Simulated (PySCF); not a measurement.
# C2H4Cl2NSi2 (doublet): what the fields show

```yaml
atoms:
  - { symbol: N, position_ang: [1.4774, -1.0187, -2.3104] }
  - { symbol: Si, position_ang: [1.0492, -0.8931, -0.7614] }
  - { symbol: C, position_ang: [-0.7700, -0.5376, -0.5316] }
  - { symbol: C, position_ang: [-1.2341, 0.1886, 0.4838] }
  - { symbol: Cl, position_ang: [-2.9688, 0.3886, 0.7072] }
  - { symbol: Si, position_ang: [-0.2618, 1.0314, 1.8442] }
  - { symbol: Cl, position_ang: [1.1971, 2.2412, 1.0989] }
  - { symbol: H, position_ang: [2.4076, -1.2104, -2.6508] }
  - { symbol: H, position_ang: [1.6498, -1.0149, 0.5697] }
  - { symbol: H, position_ang: [-1.4535, -0.9358, -1.2664] }
  - { symbol: H, position_ang: [-1.0873, 1.7633, 2.7908] }
```

Geometry: GFN2-xTB.

Method: UKS B3LYP, pcH-1 on C Cl H N Si, non-relativistic, mean-field spin-orbit, GIAO in PySCF.

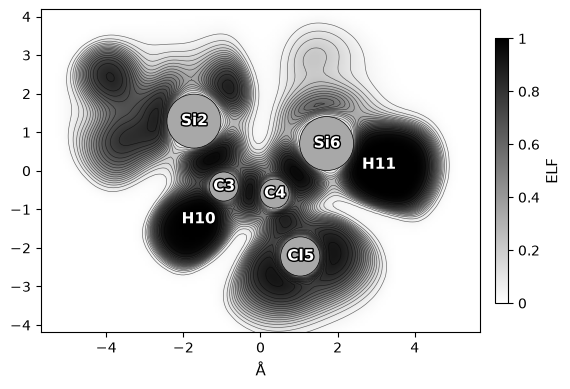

Figure 1. ELF on the plane of atoms Cl5, C4 and Si6. Grey discs cover the atomic cores.

Q: What does the map show?

A:
- Atoms in the plane: Si, C, Cl and H.
- C–C (1.33 Å): the ELF peaks at about 0.90 between the atoms; a multiple bond.
- C–Cl (1.76 Å): the ELF peaks at about 0.90 between the atoms, as expected for localised, covalent bonding.
- C–Si (1.87 Å): the ELF peaks at about 0.95 between the atoms (localised, covalent bonding).
- C–H (1.08 Å): the ELF climbs to about 1 towards the hydrogen, as it does in any bond to H; a covalent bond by its length.
- The ELF also peaks beside Cl5, away from the bonds: non-bonding electrons, paired or unpaired.

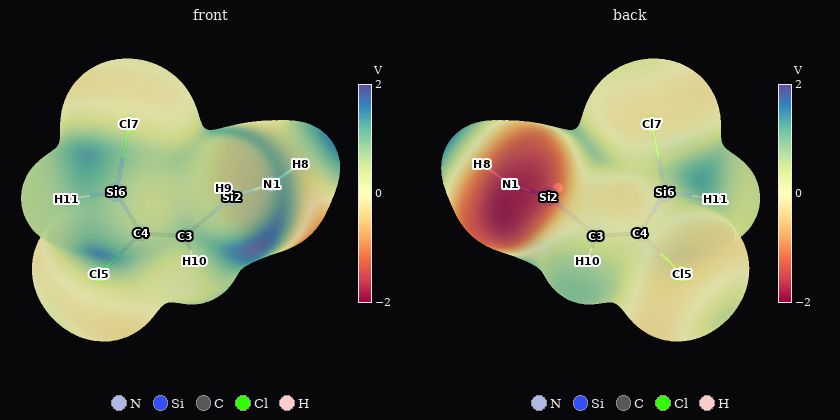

Figure 2. The electrostatic potential painted on the density surface at 0.002 e/bohr³, seen from the front and from behind; red is negative and blue positive.

Q: Where is the surface potential most negative and most positive?

A: The most negative region (about −1.9 V, or −44 kcal/mol for a unit charge) lies over N1, the most positive (about +1.7 V, or +39 kcal/mol for a unit charge) over Si2. Cl5 shows a σ-hole: about +0.6 V, or +14 kcal/mol for a unit charge at the tip opposite its bond, against about −0.1 V on its flanks. N1 is the likeliest acceptor of a hydrogen bond.
